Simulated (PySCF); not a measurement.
```xyz
21

B    -2.2132    1.2887    0.9739
C    -1.0800    1.1583   -0.0621
C    -0.6521   -0.1673   -0.6930
C    -1.3152   -1.4719   -0.3426
F    -0.4757   -2.5149   -0.6798
C     0.2795    0.5224    0.2384
C     0.6316   -0.0203    1.5977
S     1.6699    1.3708   -0.5649
C     2.7043   -0.0697   -0.9706
H    -2.8711    2.2544    0.9706
H    -2.4446    0.4503    1.7554
H    -0.9876    1.9813   -0.7650
H    -0.4093   -0.1102   -1.7501
H    -2.2346   -1.6158   -0.9207
H    -1.5233   -1.5724    0.7232
H     1.1369    0.7497    2.1780
H    -0.2517   -0.3349    2.1439
H     1.3010   -0.8743    1.4969
H     2.0780   -0.8605   -1.3719
H     3.2322   -0.4087   -0.0840
H     3.4161    0.2621   -1.7192
```

Geometry: GFN2-xTB.

The calculation used PBE0/pcSseg-1, SCF density, gas phase, non-relativistic (PySCF 2.14.0).

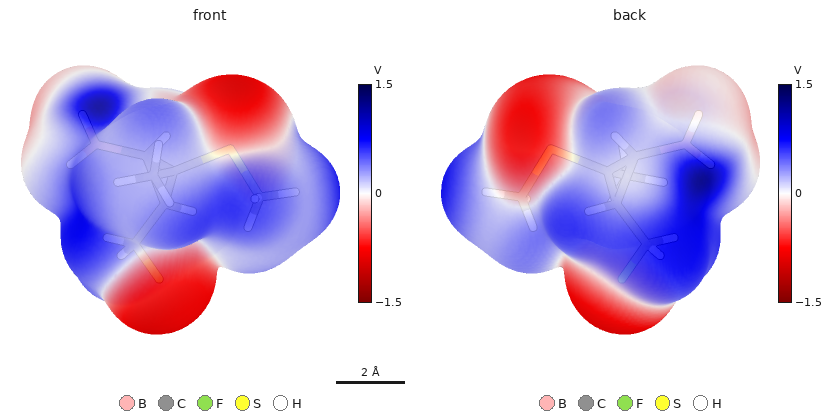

C6H12BFS. The electrostatic potential painted on the density surface at 0.001 e/bohr³, seen from the front and from behind; the colour scale runs from red (negative) to blue (positive).

Describe the electrostatic potential map.

Answer. The most negative region (about −0.9 V) lies over F5 and S8, the most positive (about +1.1 V) over B1.

What dipole moment does the calculation give?

Answer. Its dipole moment is 0.57 D.
